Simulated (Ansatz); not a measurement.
**Ga(H2S)H3 (GaH5S): single points with varied inputs**

How do the results and run time of Ga(H2S)H3 (GaH5S) respond when the settings are drawn wide?

Program: Ansatz 0.2.0, Gaussian basis. Level of theory: the settings change from run to run. These are calculated values, not measurements.

**1. The molecule**

The geometry comes from an earlier relaxation with PBE0-D4 in a triple-zeta def2 set; it is a stationary point, not always the lowest conformer.

7 atoms, charge 0, spin multiplicity 1.

Atoms are counted from 1 here; the program's logs count them from 0.

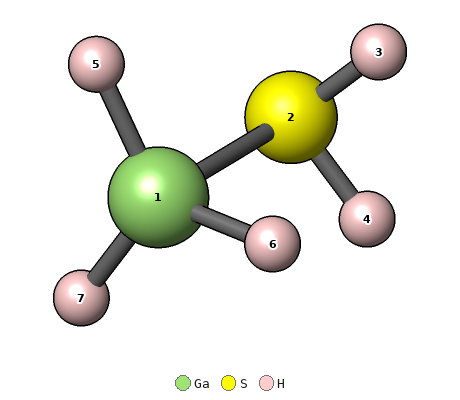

The structure; gallium green, sulfur yellow, hydrogen pink; atoms are numbered from 1 in the order of the file.

**2. revPBE0/6-31G**

Set apart from the defaults: a point charge of 2.00 e beside it, D3(BJ) with three-body dispersion, high accuracy.

in.yaml reads:

```yaml
crystal:
  periodic: [false, false, false]
  atoms:
    - {symbol: Ga, position_ang: [0.120742, -0.204581, -1.101819]}
    - {symbol: S, position_ang: [0.145130, -0.247510, 1.493169]}
    - {symbol: H, position_ang: [0.523587, 1.025997, 1.691174]}
    - {symbol: H, position_ang: [-1.151970, 0.040886, 1.689655]}
    - {symbol: H, position_ang: [1.688459, -0.198413, -1.247330]}
    - {symbol: H, position_ang: [-0.667286, 1.148613, -1.278244]}
    - {symbol: H, position_ang: [-0.658651, -1.564972, -1.246615]}
basis:
  gaussian: {orbitals: 6-31G, point_charges: [{charge: 2.00, position_ang: [6.197, -0.126, -0.953]}]}
hamiltonian: {xc: {name: revPBE0}, dispersion: d3bjatm}
accuracy: high
scf: {omitted_lower_state_checks: [starts]}
```

Started as:

```console
$ ansatz run in.yaml --threads 4 --pin off --events-out ev --progress --plain --max-ram 3916MiB
```

Output:

```text
Functional definition: revPBE0
  name "revPBE0"
  cite "Zhang & Yang, Phys. Rev. Lett. 80, 890 (1998) doi:10.1103/PhysRevLett.80.890"
  cite "Adamo & Barone, J. Chem. Phys. 110, 6158 (1999) doi:10.1063/1.478522"
  cite "Perdew, Burke & Ernzerhof, Phys. Rev. Lett. 77, 3865 (1996) doi:10.1103/PhysRevLett.77.3865"
  parameter a = 0.25
  parameter kappa = 1.245
  parameter beta = 0.06672455060314922
  exchange = (1 - a)*pbe_x(kappa = kappa, mu = beta*pi^2/3) + a*exact_x
  correlation = pbe_c(beta = beta)
these checks for a lower state are left out or cut short: starts
1068 factors; integrals over basis functions are off by at most 1.7e-8 eV
mean field evaluation 1: about -63277.3500 eV, gradient 1.7e1 eV
mean field evaluation 2: about -63277.8593 eV, gradient 1.3e1 eV
mean field evaluation 4: about -63278.0836 eV, gradient 2.2e-1 eV
mean field evaluation 8: about -63278.1777 eV, gradient 2.8e-2 eV
mean field evaluation 16: about -63278.1777 eV, gradient 2.6e-6 eV
mean field -63278.17771378 eV, -2325.4301394922 hartree, gradient 1.2e-8 eV, S^2 0.000000; 0 other end points of the search recorded, 0 dependent functions left out
reference -63278.17771821 eV, -2325.4301396549 hartree; 26, 26 occupied and 26, 26 virtual orbitals, 1068 factors
Total energy: -63278.42026917 eV, -2325.4390532383 hartree
Checks for a lower state left out: starts
```

Wall time 3.3 s (4 threads of Intel Xeon at 2.50GHz, shared host).

**3. SPW92/def2-TZVP**

Set apart from the defaults: multiplicity 3, a grid of angular degree 23.

Changes to in.yaml since step 2:

```diff
@@ -11,5 +11,5 @@
 basis:
-  gaussian: {orbitals: 6-31G, point_charges: [{charge: 2.00, position_ang: [6.197, -0.126, -0.953]}]}
-hamiltonian: {xc: {name: revPBE0}, dispersion: d3bjatm}
-accuracy: high
+  gaussian: {orbitals: def2-TZVP, final_grid: {core_spheres: 8, valence_spheres: 7, degree: 23}}
+magnetization: {spin_polarized: true, initial_magnetization: 2}
+hamiltonian: {xc: {name: SPW92}}
 scf: {omitted_lower_state_checks: [starts]}
```

The command is unchanged.

Output:

```text
Functional definition: SPW92
  name "SPW92"
  cite "Dirac, Proc. Camb. Phil. Soc. 26, 376 (1930) doi:10.1017/S0305004100016108"
  cite "Slater, Phys. Rev. 81, 385 (1951) doi:10.1103/PhysRev.81.385"
  cite "Perdew & Wang, Phys. Rev. B 45, 13244 (1992) doi:10.1103/PhysRevB.45.13244"
  exchange = slater_x
  correlation = pw_c
these checks for a lower state are left out or cut short: starts
849 factors; their error is unknown
mean field evaluation 1: about -63163.2610 eV, gradient 2.8e1 eV
mean field evaluation 2: about -63136.7691 eV, gradient 6.0e1 eV
mean field evaluation 4: about -63161.7798 eV, gradient 2.4e1 eV
mean field evaluation 8: about -63164.5680 eV, gradient 1.4e1 eV
mean field evaluation 16: about -63167.6086 eV, gradient 4.5e0 eV
mean field evaluation 32: about -63167.8425 eV, gradient 2.7e-6 eV
mean field -63167.84247817 eV, -2321.3753943714 hartree, gradient 2.7e-6 eV, S^2 2.002221; 0 other end points of the search recorded, 0 dependent functions left out
reference -63167.84251953 eV, -2321.3753958912 hartree; 27, 25 occupied and 88, 90 virtual orbitals, 849 factors
Total energy: -63167.84251953 eV, -2321.3753958912 hartree
Checks for a lower state left out: starts
```

Run time: 4.5 s. Hardware: 4 threads of Intel Xeon at 2.50GHz, shared host.

⟨S²⟩ 2.002.

**4. r2SCAN50/def2-SVPD**

Set apart from the defaults: charge +1, multiplicity 2, restricted open-shell orbitals, atoms shaken by 0.03 Å, relativity set to scalar, the search for lower states set to off.

in.yaml reads:

```yaml
crystal:
  periodic: [false, false, false]
  atoms:
    - {symbol: Ga, position_ang: [0.078039, -0.160948, -1.097132]}
    - {symbol: S, position_ang: [0.135139, -0.293677, 1.454989]}
    - {symbol: H, position_ang: [0.523424, 1.023126, 1.664507]}
    - {symbol: H, position_ang: [-1.120741, -0.022704, 1.666341]}
    - {symbol: H, position_ang: [1.770036, -0.203657, -1.240526]}
    - {symbol: H, position_ang: [-0.685720, 1.171782, -1.248781]}
    - {symbol: H, position_ang: [-0.642012, -1.586496, -1.244410]}
basis:
  gaussian: {orbitals: def2-SVPD}
total_charge: 1
magnetization: {spin_polarized: false, initial_magnetization: 1}
hamiltonian: {xc: {name: r2SCAN50}, pseudopotentials: {relativity: scalar}}
scf: {lower_state_search: off}
output: {forces: true}
```

The command is unchanged.

Output, shortened:

```text
Functional definition: r2SCAN50
  name "r2SCAN50"
  cite "Bursch, Neugebauer, Ehlert & Grimme, J. Chem. Phys. 156, 134105 (2022) doi:10.1063/5.0086040"
  cite "Furness, Kaplan, Ning, Perdew & Sun, J. Phys. Chem. Lett. 11, 8208 (2020) doi:10.1021/acs.jpclett.0c02405"
  cite "Furness, Kaplan, Ning, Perdew & Sun, J. Phys. Chem. Lett. 11, 9248 (2020) doi:10.1021/acs.jpclett.0c03077"
  parent r2scan
[...]
1012 factors; integrals over basis functions are off by at most 1.4e-3 eV
[...]
mean field -63707.35359358 eV, -2341.2020621687 hartree, gradient 5.3e-6 eV, S^2 0.750000; 0 other end points of the search recorded, 0 dependent functions left out
[...]
reference -63707.35361162 eV, -2341.2020628319 hartree; 26, 25 occupied and 79, 80 virtual orbitals, 1012 factors
Total energy: -63707.35361162 eV, -2341.2020628319 hartree
Relativity: scalar
Atom 0 at     0.078039    -0.160948    -1.097132 Å, force    -3.067556    -0.532837     0.912787 eV/Å
Atom 1 at     0.135139    -0.293677     1.454989 Å, force     1.908727     0.960113    -0.123494 eV/Å
Atom 2 at     0.523424     1.023126     1.664507 Å, force    -0.290304    -1.066783    -0.033272 eV/Å
Atom 3 at    -1.120741    -0.022704     1.666341 Å, force    -1.335233     0.230952     0.062457 eV/Å
Atom 4 at     1.770036    -0.203657    -1.240526 Å, force     0.825275    -0.168115    -0.221960 eV/Å
Atom 5 at    -0.685720     1.171782    -1.248781 Å, force     0.797848     0.278257    -0.277358 eV/Å
Atom 6 at    -0.642012    -1.586496    -1.244410 Å, force     1.161243     0.298413    -0.319161 eV/Å
Dipole moment:     0.287831     0.205512     0.076318 e Å
Checks for a lower state left out: stability, starts, cluster_reference, orbital_swaps, neighbouring_geometries, increment
```

Run time: 11 s. Hardware: 4 threads of Intel Xeon at 2.50GHz, shared host.

Largest force 3.245 eV/Å.

**5. wB97X/def2-TZVP**

in.yaml reads:

```yaml
crystal:
  periodic: [false, false, false]
  atoms:
    - {symbol: Ga, position_ang: [0.120742, -0.204581, -1.101819]}
    - {symbol: S, position_ang: [0.145130, -0.247510, 1.493169]}
    - {symbol: H, position_ang: [0.523587, 1.025997, 1.691174]}
    - {symbol: H, position_ang: [-1.151970, 0.040886, 1.689655]}
    - {symbol: H, position_ang: [1.688459, -0.198413, -1.247330]}
    - {symbol: H, position_ang: [-0.667286, 1.148613, -1.278244]}
    - {symbol: H, position_ang: [-0.658651, -1.564972, -1.246615]}
basis:
  gaussian: {orbitals: def2-TZVP}
hamiltonian: {xc: {name: wB97X}}
output: {forces: true}
```

The command is unchanged.

Output, shortened:

```text
Functional definition: wB97X
  name "wB97X"
  cite "Chai & Head-Gordon, J. Chem. Phys. 128, 084106 (2008) doi:10.1063/1.2834918"
  cite "Becke, J. Chem. Phys. 107, 8554 (1997) doi:10.1063/1.475007"
[...]
  # The coefficients of nought are those of the uniform gas.
[...]
      + exact_x_lr(omega)
[...]
      + integral(e_c_pw_opposite_spin*poly(b97_u_opposite, 1, cos1, cos2, cos3, cos4))
894 factors; their error is unknown
230 factors; integrals over basis functions are off by at most 1.2e-5 eV
[...]
mean field -63296.01038627 eV, -2326.0854781185 hartree, gradient 5.4e-5 eV, S^2 0.000000; 0 other end points of the search recorded, 0 dependent functions left out
[...]
reference -63296.01035230 eV, -2326.0854768703 hartree; 26, 26 occupied and 89, 89 virtual orbitals, 894 factors
Total energy: -63296.01035230 eV, -2326.0854768703 hartree
Atom 0 at     0.120742    -0.204581    -1.101819 Å, force     0.011944    -0.020730    -0.087439 eV/Å
Atom 1 at     0.145130    -0.247510     1.493169 Å, force    -0.109383     0.185884     0.150361 eV/Å
Atom 2 at     0.523587     1.025997     1.691174 Å, force    -0.012342    -0.124327    -0.012873 eV/Å
Atom 3 at    -1.151970     0.040886     1.689655 Å, force     0.114681    -0.049345    -0.012738 eV/Å
Atom 4 at     1.688459    -0.198413    -1.247330 Å, force    -0.063414     0.003679    -0.017965 eV/Å
Atom 5 at    -0.667286     1.148613    -1.278244 Å, force     0.030229    -0.052023    -0.001107 eV/Å
Atom 6 at    -0.658651    -1.564972    -1.246615 Å, force     0.028285     0.056862    -0.018238 eV/Å
Dipole moment:    -0.123945     0.210696     0.645527 e Å
```

It took 11 s on 4 threads of Intel Xeon at 2.50GHz, shared host.

Largest force 0.263 eV/Å, dipole 3.32 D.

**6. All runs side by side**

```
             level  charge  multiplicity               geometry  functions  energy (eV)   time
     revPBE0/6-31G       0             1  relaxed, point charge         52   -63278.420  3.3 s
   SPW92/def2-TZVP       0             3                relaxed        115   -63167.843  4.5 s
r2SCAN50/def2-SVPD       1             2                 shaken        105   -63707.354   11 s
   wB97X/def2-TZVP       0             1                relaxed        115   -63296.010   11 s
```

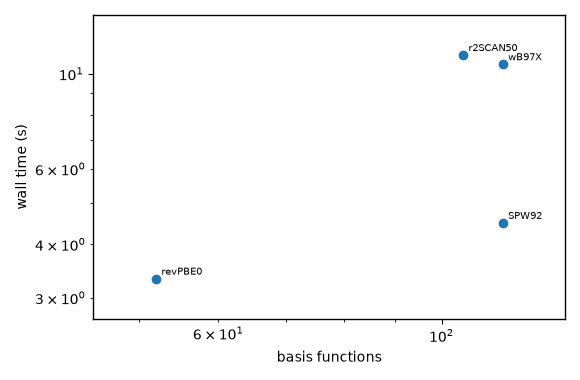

Wall time against the number of basis functions (shared host).

**7. Outcome**

```
quantity                     value
    runs                         4
quickest      revPBE0/6-31G, 3.3 s
 slowest  r2SCAN50/def2-SVPD, 11 s
```

The runs differ in state or geometry as well as level, so their energies can't be set against each other. r2SCAN50/def2-SVPD took 3 times as long as revPBE0/6-31G. The jobs differ in tasks and options as well as level. At the PBE0-D4/def2-TZVP geometry and in the same state, runs without warnings or point charges leave forces up to 0.26 eV/Å (wB97X/def2-TZVP).
